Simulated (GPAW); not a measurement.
# A GW chain in GPAW: LiH (Fm-3m), part 2 of 2

Aim: the G0W0 gap of LiH (Fm-3m) on PBE, step by step.

GPAW 26.7.0; PBE and many-body steps on it, plane waves. Known limits of the many-body steps: not at the basis limit.

So far. Step 3 (Bands along the symmetry lines): The gap is 2.999 eV, as in the run before at this level. Step 4 (Empty states on the mesh, 6×6×6 mesh, 80 bands): On this mesh the gap is 2.999 eV.

The database entry behind the starting cell differs from later determinations by our own check (the deuteride, about 0.2 % short), so it need not match the best structure at ambient conditions.

## Step 5: Screening and self-energy, 6×6×6 mesh, 70 bands, screening to 150 eV

Now the one-shot GW correction: screening in the RPA, then the self-energy of the levels asked for.

This step: G0W0 on PBE, plane waves, PAW.

File run.py:

```python
import json
import numpy as np
from gpaw.mpi import world
from gpaw.response.g0w0 import G0W0

gw = G0W0('full.gpw',
    filename='gw',
    kpts=[0, 12],
    bands=(0, 3),
    ecut=150,
    nbands=70,
    integrate_gamma='WS',
    ppa=True)
gw.calculate()
res = {mode: {k: v for k, v in r.items() if k != 'sigma_eskwn'}
       for mode, r in gw.all_results.items()}

if world.rank == 0:
    with open('result.json', 'w') as f:
        json.dump(res, f, default=lambda x: x.tolist())
```

On the command line:

```console
mpirun -n 4 gpaw python run.py
```

Numbers of over 12 decimals in the logs are rounded to 6 here.

What it wrote:

```text
Using integrator: PointIntegrator
FrequencyGridDescriptor(from 0.000+0.000j to 0.000+27.211j eV, 2 points)
Nonperiodic BCs:  [False False False]
Using integrator: PointIntegrator
FrequencyGridDescriptor(from 0.000+0.000j to 0.000+27.211j eV, 2 points)
Nonperiodic BCs:  [False False False]
  ___  _ _ _
 |   || | | |
 | | || | | |
 |__ ||_____|
 |___|

BZ k-points: Symmetries present (total): 48

  [... matrices ...]
216 k-points: 6 x 6 x 6 Monkhorst-Pack grid + [1/12,1/12,1/12]
16 k-points in the irreducible part of the Brillouin zone
       k-points in crystal coordinates                weights
   0:     0.00000000    0.00000000    0.00000000          1/216
   1:     0.16666667    0.16666667    0.00000000          6/216
   2:     0.16666667    0.16666667    0.16666667          8/216
   3:     0.33333333    0.16666667    0.16666667         12/216
   4:     0.33333333    0.33333333   -0.33333333         12/216
   5:     0.33333333    0.33333333    0.00000000          6/216
   6:     0.33333333    0.33333333    0.16666667         24/216
   7:     0.33333333    0.33333333    0.33333333          8/216
   8:     0.50000000    0.33333333   -0.33333333         24/216
   9:     0.50000000    0.33333333   -0.16666667         12/216
          ...
  15:     0.50000000    0.50000000    0.50000000          4/216

Distributing spins, k-points and bands (1 x 2 x 3) over 4 processes
Number of blocks: 1

Quasi particle states:
k-points (IBZ indices): [0, 12]
Band range: (0, 3)
  [... matrices ...]
Computational parameters:
Plane wave cut-off: 150 eV
Number of bands: 70
Coulomb cutoff: None
Broadening: 0.1 eV

fxc modes: GW
Kernel: RPA
Using Godby-Needs plasmon-pole approximation:
  Fitting energy: i*E0, E0 = 1.000 Hartree
Summing all q:

Calculating screened Coulomb potential
No Coulomb truncation
FrequencyGridDescriptor(from 0.000+0.000j to 0.000+27.211j eV, 2 points)
Removing empty qpoint cache files...

Calculating chi0 body with:
    Ground state adapter containing:
    Number of spins: 1
    Number of kpoints: 216
    Number of irreducible kpoints: 16
    Number of completely occupied states: 1
    Number of partially occupied states: 1
    Occupied states memory: 0.088989 M / cpu

    Linear response parametrization:
    q_c: [1.3877787807814457e-17, 1.3877787807814457e-17, 1.3877787807814457e-17]
    Number of frequency points: 2
    Planewave cutoff: 150.0
    Number of bands: 70
    Number of planewaves: 65
    Broadening (eta): 1e-06
    comm.size: 4
    kncomm.size: 4
    blockcomm.size: 1

    Memory estimate of potentially large arrays:
        chi0_wGG: 0.128937 M / cpu
Integrating chi0 body.

Symmetries of q_c:
    Direct symmetries (Uq -> q): 48
    Indirect symmetries (TUq -> q): 0
In total 48 allowed symmetries.

  [... matrices ...]
16 groups of equivalent kpoints. 92.592593% reduction.

Integral kind: response function
Integrating chi0 head and wings.

Symmetries of q_c:
    Direct symmetries (Uq -> q): 48
    Indirect symmetries (TUq -> q): 0
In total 48 allowed symmetries.

  [... matrices ...]
16 groups of equivalent kpoints. 92.592593% reduction.

Integral kind: response function wings

Calculating chi0 body with:
    Ground state adapter containing:
    Number of spins: 1
    Number of kpoints: 216
    Number of irreducible kpoints: 16
    Number of completely occupied states: 1
    Number of partially occupied states: 1
[... the further q-points ...]

Results:
f:      Occupation numbers
eps:     KS-eigenvalues [eV]
vxc:     KS vxc [eV]
exx:     Exact exchange [eV]
sigma:   Self-energies [eV]
dsigma:  Self-energy derivatives
Z:       Renormalization factors
qp:      QP-energies [eV]

k-point 0 (0): (0.000, 0.000, 0.000)                GW
band       f     eps     vxc     exx   sigma  dsigma       Z      qp
                                                                   GW
   0   1.000  -5.649  -9.929 -15.693   3.353  -0.030   0.971  -7.990
   1   0.000  15.084 -11.919  -4.901  -6.120  -0.535   0.651  15.670
   2   0.000  17.137  -8.503  -2.285  -5.197  -0.424   0.702  17.854

k-point 1 (12): (0.500, 0.500, 0.000)                GW
band       f     eps     vxc     exx   sigma  dsigma       Z      qp
                                                                   GW
   0   1.000  -0.369 -11.348 -14.586   1.446  -0.293   0.773  -1.755
   1   0.000   2.629  -7.632  -3.700  -3.220  -0.229   0.813   3.208
   2   0.000  10.217  -8.083  -2.609  -4.397  -0.303   0.767  11.044
```

Run time: 22 s. Hardware: 4 MPI ranks of Arm Neoverse V2, shared host; peak memory 0.68 GiB.

This step gave:

```
G0W0 gap on the points computed              : 4.963 eV
least direct G0W0 gap on the computed points : 4.963 eV
Z at the valence top                         : 0.7733
Z at the conduction bottom                   : 0.8134
starting gap on the mesh                     : 2.999 eV
k of the valence top                         : 0.5, 0.5, 0
k of the conduction bottom                   : 0.5, 0.5, 0
```

The gap on the mesh goes from 3.00 eV to 4.96 eV, a correction of +1.96 eV.

Limits: finite bands, cutoff and mesh. v1 is the top filled band, c1 the lowest empty one. Levels before and after the correction, in eV, zero at the valence-band top of each column:

```csv
,conduction bottom,valence top
Kohn-Sham,3.00,0.00
G0W0,4.96,0.00
```

```csv
,level,energy (eV)
Kohn-Sham,(0.5 0.5 0) v1,0.000
Kohn-Sham,(0.5 0.5 0) c1,2.999
Kohn-Sham,(0.5 0.5 0) c2,10.586
G0W0,(0.5 0.5 0) v1,0.000
G0W0,(0.5 0.5 0) c1,4.963
G0W0,(0.5 0.5 0) c2,12.799
```

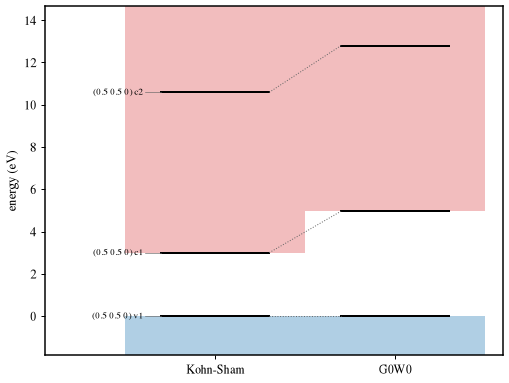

Levels before and after the correction. Shaded: valence and conduction bands.

## Step 6: Where the time went

Times are wall times on 4 MPI ranks of Arm Neoverse V2, shared host, good to a factor of about two.

```csv
step,time,share,memory (GiB)
ground state,3.6 s,11 %,0.55
bands along the symmetry lines,3.4 s,10 %,0.55
empty states on the mesh,3.6 s,11 %,0.52
screening and self-energy,22 s,67 %,0.68
```

## Step 7: Summary of results

```yaml
pbe_gap: 3.00 eV, direct
g0w0_gap_on_the_mesh: 4.96 eV
gw_settings: 6×6×6 mesh, 70 bands, screening to 150 eV, Godby-Needs plasmon pole
known_limits: not at the basis limit
```

**Reading.** G0W0 moves the gap on the mesh from 3.00 eV to 4.96 eV (+1.96 eV), with Z of 0.77 and 0.81 at the edges. Only 2 of the mesh's irreducible points were corrected, so a valley elsewhere could overtake. The dearest step here is «screening and self-energy». Bands and cutoff are finite, so the gap is not at the basis limit. The miss can reach some tenths of an eV and take either sign; the mesh is an error of its own. These stock PAW sets were not made for GW. In the G0W0 run levels were corrected at 2 k points alone, so a gap called «on the mesh» is the least over those, and an edge elsewhere would be missed.

[Paths, hosts, dates, memory and timing lines, banners, echoed tables and standing remarks are left out of the program output.]

[Logs are printed without paths, hosts, clocks, repeated set-up lines and the standing remarks that a program may print on its own settings, such as how far it seeks lower states.]

[Runs of the session that timed out or met a known fault of the program may be left out.]

[Hosts, paths, dates, database ids (printed as entryN), source tags and the programs' standing remarks are cut or masked in the printed files.]
